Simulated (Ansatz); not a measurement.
**CH₆AlO₂ (doublet): density, localisation and related maps**

Input file:

```
crystal:
  periodic: [false, false, false]
  atoms:
    - { symbol: Al, position_ang: [-0.239186, 0.328317, -0.146851] }
    - { symbol: H, position_ang: [-0.141778, 0.589348, 2.599991] }
    - { symbol: C, position_ang: [1.617139, 0.037376, -0.718362] }
    - { symbol: H, position_ang: [1.792272, -1.039232, -0.888253] }
    - { symbol: H, position_ang: [1.791404, 0.560413, -1.673772] }
    - { symbol: H, position_ang: [2.346875, 0.403038, 0.018724] }
    - { symbol: O, position_ang: [-1.371006, -0.777537, -0.867777] }
    - { symbol: H, position_ang: [-2.313135, -0.576945, -0.906255] }
    - { symbol: O, position_ang: [0.24045, -0.23145, 2.144387] }
    - { symbol: H, position_ang: [-0.043436, -0.941228, 2.757968] }
magnetization:
  spin_polarized: true
  initial_magnetization: 1
basis:
  gaussian: { orbitals: def2-SVP }
hamiltonian:
  xc: pbe0
  dispersion: d4
relax:
  f_tol: 0.03
  max_steps: 50
output:
  orbitals: {}
```

Run with:

```sh
ansatz run input.yaml --threads 4 --pin off --max-ram 5120MiB --backend cpu --events-out ev --progress --plain --runs-dir out
```

The fields are those of the run's last geometry, not of the input's.

All numbers below come from UKS PBE0-D4/def2-SVP in Ansatz 0.2.0.

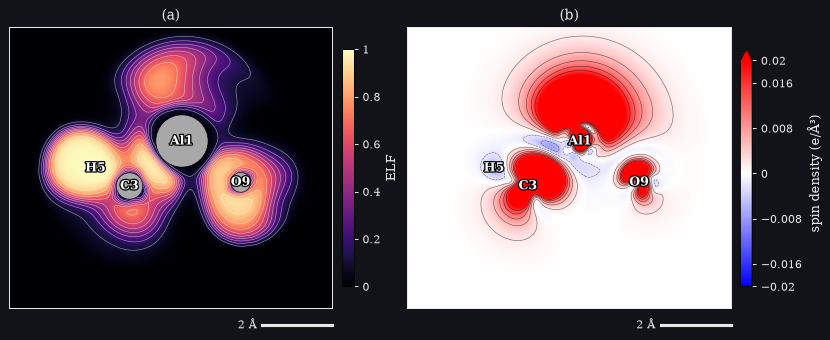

Figure 1. (a) ELF; (b) spin density (α minus β) on the plane of atoms C3, Al1 and O9. Grey discs cover the atomic cores in the ELF map.

Q: Interpret the plot.

A: The plane passes through Al, C, H and O nuclei.
C–Al (1.97 Å): the ELF peaks at about 0.95 between the atoms, as expected for a shared but strongly polarised pair.
Al–O (2.05 Å): the ELF peaks at about 0.90 in the valence shell of O, 0.6 Å from its nucleus, and is about 0.45 at the midpoint.
C–H (1.10 Å): the ELF climbs to about 1 towards the hydrogen, as it does in any bond to H: an ordinary covalent bond to hydrogen.
The ELF also peaks beside O9, away from the bonds: non-bonding electrons, paired or unpaired.
The unpaired spin (1 electron) lies mostly on Al1 (about 0.8) and C3 (about 0.1), in electrons by Hirshfeld's partition.

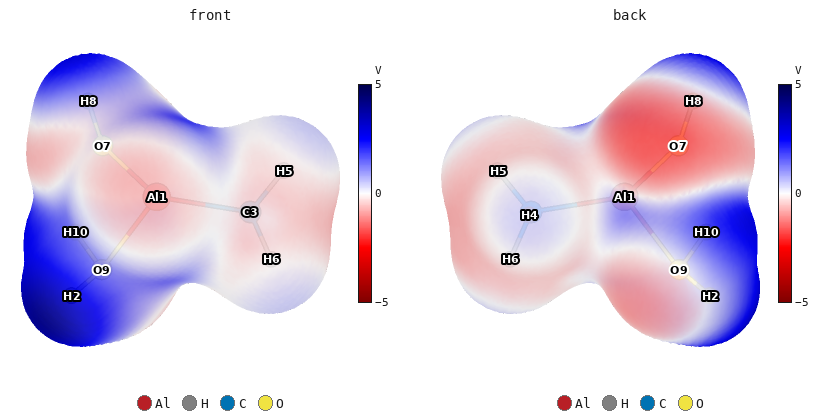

Figure 2. The electrostatic potential painted on the density surface at 0.004 e/bohr³, seen from the front and from behind; red is negative and blue positive.

Q: Where is the surface potential most negative and most positive?

A: The most negative region (about −1.7 V, or −39 kcal/mol for a unit charge) lies over O7, the most positive (about +4.1 V, or +95 kcal/mol for a unit charge) over H2. O7 is the likeliest acceptor of a hydrogen bond.

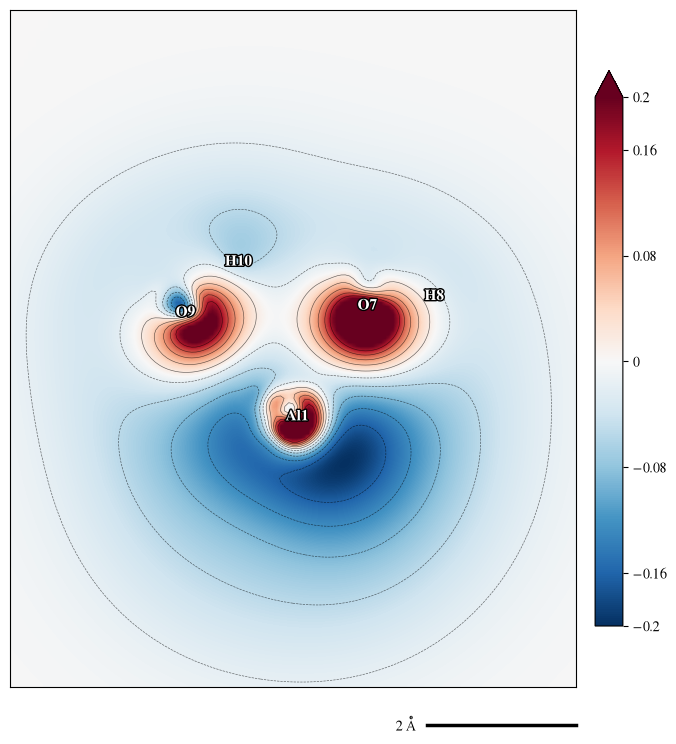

Figure 3. The LUMO (β) on the plane of atoms Al1, O9 and H10 (values in Å⁻³ᐟ²; the overall sign is arbitrary).

Q: What is the character of this orbital?

A: It lies mainly on Al1 (about 70 %) and C3 (about 10 %). Its energy is −1.11 eV.
